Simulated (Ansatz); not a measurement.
**Two runs on CH5OSi**

System: CH5OSi, multiplicity 2, SMILES [CH2][SiH2]O.
Method of run A: UKS SPW92/def2-TZVPP (Ansatz 0.2.0).

The geometry comes from this level: PBE0-D4/def2-TZVP. Text and figures count atoms from 1; the logs count them from 0 in places.

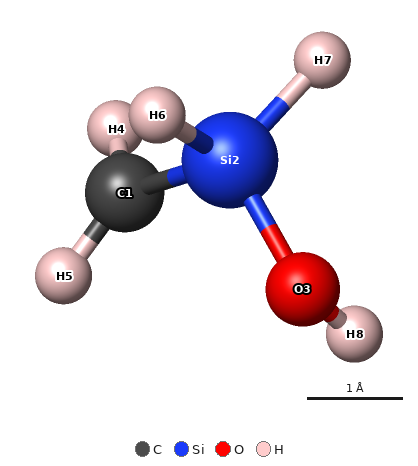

**Figure 1.** The structure (ball-and-stick view, seen at a tilt; atoms are numbered from 1 in the order of the input). Bond lengths as drawn: C–H 1.09 Å, C–Si 1.84 Å, H–O 0.96 Å, H–Si 1.48 to 1.49 Å and O–Si 1.65 Å.

### Input file, run A
```yaml
crystal:
  periodic: [false, false, false]
  atoms:
    - {symbol: C, position_ang: [-0.861528, 0.517820, -0.791352]}
    - {symbol: Si, position_ang: [0.653968, -0.005157, 0.111133]}
    - {symbol: O, position_ang: [0.302834, -0.724415, 1.554445]}
    - {symbol: H, position_ang: [-0.970839, 0.416758, -1.867023]}
    - {symbol: H, position_ang: [-1.703063, 0.991524, -0.293315]}
    - {symbol: H, position_ang: [1.495578, 1.161108, 0.480616]}
    - {symbol: H, position_ang: [1.431000, -0.912302, -0.779760]}
    - {symbol: H, position_ang: [-0.255850, -1.502336, 1.529357]}
basis:
  gaussian: {orbitals: def2-TZVPP}
magnetization: {spin_polarized: true, initial_magnetization: 1}
hamiltonian: {xc: lda}
output: {orbitals: {seedname: orbitals}}
```

Hardware: 2 CPU threads, shared host.

### Output (run A)
```
Functional definition: SPW92
  exchange = slater_x
  correlation = pw_c
914 factors; their error is unknown
mean field evaluation 1: about -10976.1878 eV, gradient 5.3e1 eV
mean field evaluation 2: about -10943.1246 eV, gradient 1.0e2 eV
mean field evaluation 4: about -10986.5305 eV, gradient 9.6e0 eV
mean field evaluation 8: about -10986.9513 eV, gradient 2.2e-1 eV
mean field evaluation 16: about -10986.9515 eV, gradient 3.0e-5 eV
mean field -10986.95146350 eV, -403.7630190605 hartree, gradient 3.0e-5 eV, S^2 0.752202; 0 other end points of the search recorded, 0 dependent functions left out
reference -10986.95149874 eV, -403.7630203554 hartree; 17, 16 occupied and 157, 158 virtual orbitals, 914 factors
Total energy: -10986.95149874 eV, -403.7630203554 hartree
```

Run B used a changed input.

### The two runs side by side

| quantity | run A | run B |
| --- | --- | --- |
| outcome | converged | converged |
| total energy (hartree) | −403.763020 | −405.210536 |
| HOMO (eV) | −5.75 | −10.62 |
| LUMO (eV) | −4.30 | 1.80 |
| ⟨S²⟩ | 0.752 | 0.761 |
| basis functions | 174 | 174 |
| wall time (shared host) | 1.1 s | 65 s |

Which change of the input explains these differences?

The change (lines with − go, lines with + come):
```diff
-hamiltonian: {xc: lda}
+correlation: {method: ccsd_t}
+scf: {omitted_lower_state_checks: [cluster_reference]}
```

The total energies belong to different methods, so their difference says nothing on which is more stable or more accurate. The HOMO goes from −5.75 to −10.62 eV. The LUMO goes from −4.30 to 1.80 eV.

### Output (run B)
```
Functional definition: HF
  exchange = exact_x
  correlation = 0
these checks for a lower state are left out or cut short: cluster_reference
1014 factors; integrals over basis functions are off by at most 1.1e-3 eV
mean field evaluation 1: about -11007.6860 eV, gradient 2.7e1 eV
mean field evaluation 2: about -11007.6886 eV, gradient 2.7e1 eV
mean field evaluation 4: about -11010.9223 eV, gradient 2.8e0 eV
mean field evaluation 8: about -11011.0009 eV, gradient 1.6e-1 eV
mean field -11011.00148331 eV, -404.6468409868 hartree, gradient 3.1e-6 eV, S^2 0.760618; 0 other end points of the search recorded, 0 dependent functions left out
7 core orbitals not correlated: weight in the atoms' cores, before any rotation towards them, 1.000 or more for the frozen orbitals, at most 0.000 for the correlated occupied ones
reference -11011.00148331 eV, -404.6468409868 hartree; 10, 9 occupied and 157, 158 virtual orbitals, 1014 factors
second order -13.87493314 eV of doubles, -0.00000000 eV of singles
cycle   1  -14.42037891 eV  change   -5.5e-1 eV  update   7.8e-2
cycle   2  -14.77327438 eV  change   -3.5e-1 eV  update   2.4e-2
cycle   3  -14.85317043 eV  change   -8.0e-2 eV  update   1.2e-2
cycle   4  -14.84933934 eV  change    3.8e-3 eV  update   3.8e-3
cycle   5  -14.84898346 eV  change    3.6e-4 eV  update   1.9e-3
cycle   6  -14.84946079 eV  change   -4.8e-4 eV  update   7.3e-4
cycle   7  -14.84937570 eV  change    8.5e-5 eV  update   3.5e-4
cycle   8  -14.84943956 eV  change   -6.4e-5 eV  update   1.4e-4
cycle   9  -14.84945966 eV  change   -2.0e-5 eV  update   6.4e-5
cycle  10  -14.84941536 eV  change    4.4e-5 eV  update   3.0e-5
cycle  11  -14.84942899 eV  change   -1.4e-5 eV  update   1.6e-5
perturbative correction -0.48948581 eV, -0.0179882719 hartree
Total energy: -11026.34039811 eV, -405.2105357087 hartree
Checks for a lower state left out: cluster_reference
```
